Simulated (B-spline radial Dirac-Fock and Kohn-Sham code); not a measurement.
# Core levels of F⁵⁺: a first try and its repair

Wanted: ΔSCF binding energies of F⁵⁺ for K.

Method: Delta-SCF core binding energies without Breit or QED terms under the stated settings; computed with B-spline radial Dirac-Fock and Kohn-Sham code, version 4.

## (1) The atom as given

The F⁵⁺ ion, 1s2 2s2.

| Quantity | Value |
| --- | --- |
| nuclear charge | 9 |
| electrons | 4 |
| mass number | 19 |
| nuclear rms radius | 2.8976 fm |

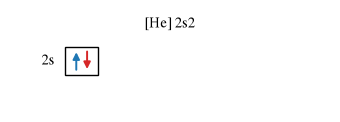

The shells outside the core; arrows follow Hund's rule for the drawing alone (heavy ions are jj-coupled), while the calculation averages over the configuration.

## (2) First attempt

Settings in task.json:

```ini
rel = dirac
method = hf
nuc = fermi
radius_factor = 1.0
rmax = 45.0
h = 0.3
order = 8
points = 10
c_factor = 1.0
maxit = 60
damp = 0.5
ndamp = 3
tol = 1e-08
cfg = 1s2 2s3
```

Keys: rel is the Hamiltonian, nuc the nuclear model, radius_factor scales its radius, rmax is the box in bohr, h the logarithmic mesh step, order the B-spline order, points the quadrature points a cell, c_factor scales the speed of light; damp, ndamp, maxit and tol steer the iteration.

Started as:

```console
$ python xray2_run.py task.json out
```

From the run's result record (rounded, not every field):

```text
{
  "status": "refused",
  "warnings": ["overfilled shell"]
}
```

## (3) What went wrong

The program refused the input. The fault: cfg puts more electrons into a shell than it can hold.

The cure is no cfg of its own.

## (4) The mended run

Changed: cfg removed.

From the run's result record (rounded, not every field):

```text
{
  "status": "converged",
  "total_energy [Ha]": -88.027201327,
  "virial_ratio": 1.997884,
  "iterations": [8, 8],
  "converged": [true, true],
  "highest_orbital_energy [eV]": -154.339,
  "holes": ["K"],
  "binding [eV]": [868.6462],
  "cells": 61
}
```

## (5) What came out

| quantity | value |
| --- | --- |
| first try | refused |
| fault | cfg puts more electrons into a shell than it can hold |
| cure | cfg removed |
| mended run | converged (ground state in 8 iterations) |
| K binding | 868.6 eV |

In words: The first try gave no usable level. The mended values lack Breit and QED terms.
